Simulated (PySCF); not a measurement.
Input

```
{"job": {"kind": "nmr", "xc": "PBE0", "basis": "pcSseg-1"}, "charge": 0, "multiplicity": 1}
C     -1.466779     1.489563    -1.214615
C     -1.503361     0.678182    -0.157010
C     -1.066857    -0.756055    -0.159381
C      0.297975    -0.945144     0.496625
C      1.426333    -0.429410    -0.354467
O      1.382719    -0.285875    -1.552399
O      2.537449    -0.165598     0.339697
Si     3.883038     0.398963    -0.573180
H     -1.777885     2.535153    -1.142127
H     -1.112810     1.134691    -2.187277
H     -1.843930     1.077136     0.807809
H     -1.804666    -1.369981     0.382139
H     -1.015953    -1.134089    -1.191530
H      0.508061    -2.016213     0.666457
H      0.358855    -0.466958     1.486204
H      4.920479     0.606839     0.471679
H      3.553959     1.684791    -1.241371
H      4.324714    -0.637908    -1.542181
```

Run with:

```sh
OMP_NUM_THREADS=1 python probes_run.py task.json out
```

Geometry: PBE0-D3(BJ)/def2-SVP.

Computed with PBE0/pcSseg-1, SCF density, gas phase, non-relativistic (PySCF 2.14.0).

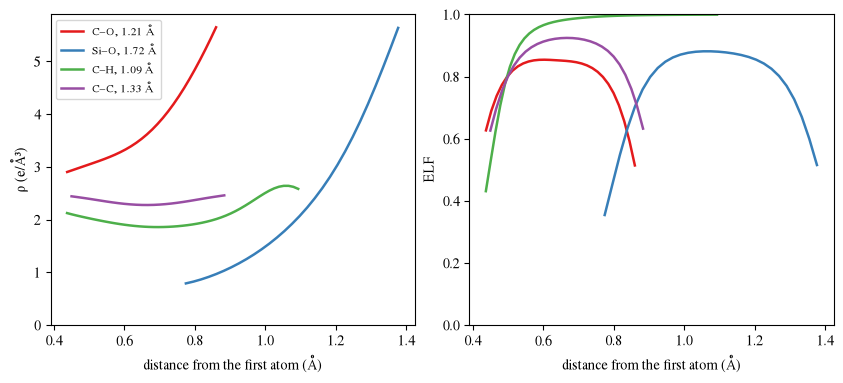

C₅H₁₀O₂Si (SMILES C=CCCC(=O)O[SiH3]). Electron density and ELF along straight lines between neighbouring atoms. The curves leave out the atomic cores.

What can be read from the curves?

Answer. C–O (1.21 Å): ρ at the midpoint is about 3.3 e/Å³; the ELF peaks at about 0.85 between the atoms; a short, multiple covalent bond.
Si–O (1.72 Å): ρ is about 0.97 e/Å³ halfway; the ELF peaks at about 0.90 between the atoms, as expected for a shared but strongly polarised pair.
C–H (1.09 Å): ρ at the midpoint is about 2 e/Å³; the ELF climbs to about 1 towards the hydrogen, as it does in any bond to H; an ordinary covalent bond to hydrogen.
C–C (1.33 Å): ρ is about 2.3 e/Å³ halfway; the ELF peaks at about 0.90 between the atoms: a short, multiple covalent bond.
